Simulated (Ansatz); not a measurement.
InMo3Se3: pressure series

The parent structure is InMo3Se3 (space group P6_3/m, No. 176; a = 8.7685 Å, c = 4.4768 Å; a cell from a computed database, its experimental status unchecked).

Cell and atoms are relaxed at each pressure.

The values are results of Ansatz (a quantum-chemistry and plane-wave program), PBEsol, PAW, cutoff 420 eV, no spin-orbit coupling, not measurements.

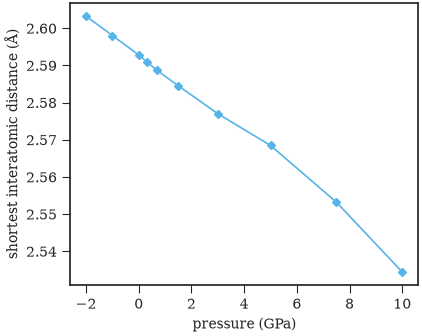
*Shortest interatomic distance against pressure*

**Question.** From the plot, what is the shortest interatomic distance for pressure 3 GPa?

**Answer.** About 2.577 Å.

**Question.** Is the trend monotonic over the range shown?

**Answer.** Yes, it falls throughout, spanning 2.534 Å to 2.603 Å.

Load acts through the strain it causes; cell and atoms are relaxed under it. Whether these cells are dynamically stable was not tested. No other phases were tried under pressure. All final runs are without spin polarisation.
